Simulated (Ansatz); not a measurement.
Species, as SMILES: [GeH] (GeH), doublet.
Atoms: Ge1, H2. Bonds: Ge1-H2.

Basis-set convergence of the highest harmonic wavenumber at PBE0 with Ansatz (a first-principles code). Each level at its own minimum, finite differences of forces, unscaled; the reference is a large set that could be run, not a limit. Cartesian d functions, on some or all atoms, in 3-21G, 6-31G**; all else is spherical. The program fits the integrals of some runs and decomposes those of others, by size. Open shells are unrestricted. No added dispersion term, no relativity. Reference: the value in def2-QZVPPD, 1899 cm⁻¹, itself unsure by roughly 1 cm⁻¹ (its mean distance from pcseg-3, def2-QZVPP, cc-pVQZ). Deviations are taken from unrounded values.

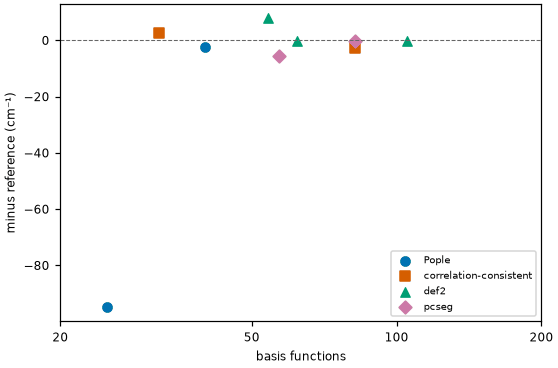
Fig. 1. Deviation from the reference against the number of basis functions, by family of sets.

```csv
basis,functions,highest harmonic wavenumber (cm⁻¹),minus reference (cm⁻¹)
3-21G,25,1804,-95
cc-pVDZ,32,1901,2
6-31G**,40,1896,-2
def2-TZVP,54,1907,8
pcseg-2,57,1893,-6
def2-TZVPP,62,1899,0
aug-cc-pVTZ,82,1896,-3
aug-pcseg-2,82,1899,0
def2-QZVP,105,1899,0
```
